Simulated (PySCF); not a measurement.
```tsv
atom	x (Å)	y (Å)	z (Å)
C	2.7230	-2.3611	1.2703
Si	1.6227	-1.0030	2.0215
P	2.9562	0.6949	2.6830
C	0.3810	-0.4362	0.7729
C	-0.3962	0.0149	-0.0324
C	-1.3483	0.5500	-0.9963
C	-1.0862	2.0525	-1.1597
C	-1.1622	-0.1690	-2.3377
C	-2.7683	0.3167	-0.4663
H	3.2559	-2.0033	0.3936
H	2.1277	-3.2178	0.9716
H	3.4625	-2.7008	1.9902
H	0.9002	-1.4852	3.2103
H	3.1794	1.1811	1.4076
H	1.9119	1.5760	2.8935
H	-1.7879	2.4795	-1.8732
H	-1.2031	2.5644	-0.2068
H	-0.0744	2.2263	-1.5199
H	-1.3292	-1.2378	-2.2225
H	-0.1532	-0.0185	-2.7153
H	-1.8692	0.2184	-3.0685
H	-2.9524	-0.7465	-0.3287
H	-3.4982	0.7099	-1.1711
H	-2.9035	0.8144	0.4914
```

Geometry: GFN2-xTB.

Theory: PBE0/pcSseg-1, SCF density, gas phase, non-relativistic (PySCF).

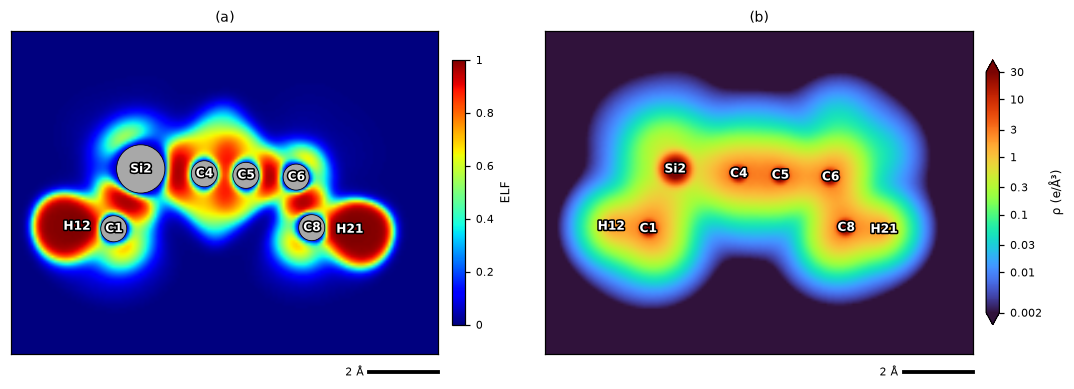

C7H15PSi. (a) electron localisation function; (b) electron density on the plane of atoms C5, C6 and C8. Grey discs cover the atomic cores in the ELF map.

### What does the map show?

The plane passes through C, Si and H nuclei.
C–C (1.21 Å): ρ at the midpoint is about 2.7 e/Å³; the ELF peaks at about 0.85 between the atoms; a multiple bond.
C–Si (1.85 Å): ρ is about 0.92 e/Å³ halfway; the ELF peaks at about 0.95 between the atoms, as expected for a shared electron pair.
C–H (1.09 Å): the density is about 1.9 e/Å³ at the midpoint; the ELF climbs to about 1 towards the hydrogen, as it does in any bond to H (a covalent bond by its length).
C–Si (1.90 Å): ρ at the midpoint is about 0.91 e/Å³; the ELF peaks at about 0.95 between the atoms; localised, covalent bonding.
